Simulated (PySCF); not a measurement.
Input

```
{"job": {"kind": "nmr", "xc": "PBE0", "basis": "pcSseg-1"}, "charge": 0, "multiplicity": 1}
O     -0.482168    -0.943553     0.675771
C     -0.172739    -0.057714    -0.084706
C      1.236367     0.291681    -0.458850
C      2.251415    -0.595435     0.224333
F      3.511920    -0.221645    -0.165086
O     -1.085188     0.713278    -0.677775
Si    -2.734815     0.383703    -0.309959
H      1.411743     1.350983    -0.209896
H      1.333721     0.223915    -1.554607
H      2.088742    -1.652048    -0.042932
H      2.171227    -0.509269     1.320003
H     -2.987017     0.590350     1.139881
H     -3.457776     1.398685    -1.119220
H     -3.092332    -0.990333    -0.748885
```

Run with:

```sh
OMP_NUM_THREADS=1 python probes_run.py task.json out
```

Geometry: PBE0-D3(BJ)/def2-SVP.

The calculation used PBE0/pcSseg-1, SCF density, gas phase, non-relativistic in PySCF 2.14.0.

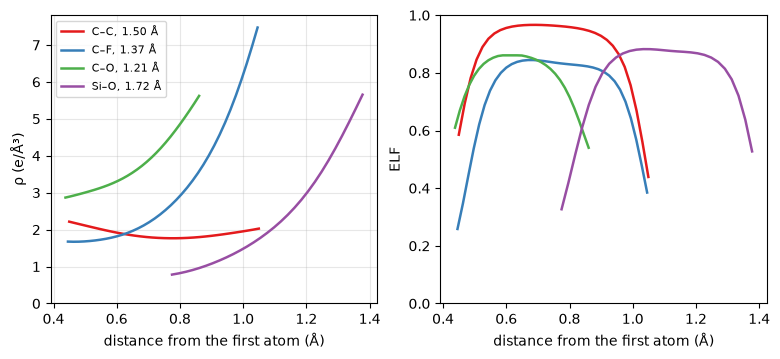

C$_{3}$H$_{7}$FO$_{2}$Si (SMILES O=C(CCF)O[SiH3]). Total electron density and electron localisation function along straight lines between neighbouring atoms. The curves leave out the atomic cores.

**What can be read from the curves?**

C–C (1.50 Å): ρ is about 1.8 e/Å³ halfway; the ELF peaks at about 0.95 between the atoms: localised, covalent bonding.
C–F (1.37 Å): ρ is about 2.1 e/Å³ halfway, with its minimum of 1.7 e/Å³ about 0.5 Å from C; the ELF peaks at about 0.85 between the atoms: a shared but strongly polarised pair.
C–O (1.21 Å): the density is about 3.3 e/Å³ at the midpoint; the ELF peaks at about 0.85 between the atoms: a multiple bond.
Si–O (1.72 Å): the density is about 0.96 e/Å³ at the midpoint; the ELF peaks at about 0.90 between the atoms: a polar covalent bond.
